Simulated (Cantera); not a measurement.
Feed: 1 mol Zr, 1 mol N2O, 88 mol H2, 26 mol N2, at 15.8 Torr.

Equilibrium computed with Cantera from the NASA thermochemical tables; the gas is ideal and each condensed phase is pure. Candidate condensed phases: H2O, Zr, ZrN, ZrO2; 28 gas species. Mutual solubility and eutectic melting of coexisting phases are not modelled. ZrN: taken at fixed stoichiometry. Condensed phases not in the tables: solid solutions among these carbides, nitrides and lower oxides. Kinetics and transport are ignored.

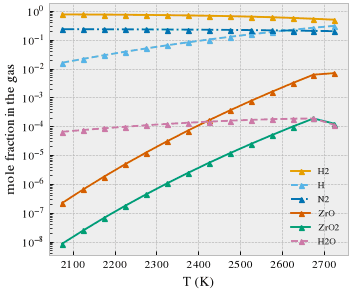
Figure: Equilibrium gas composition (values under 1e-9 drawn at 1e-9)

From 2075 K to 2575 K the condensed part is ZrN(s) + ZrO2(tetragonal). From 2625 K to 2675 K the condensed part is ZrN(s) + ZrO2(s). At 2725 K the condensed part is ZrN(s). The main Zr-bearing gas is ZrO throughout.
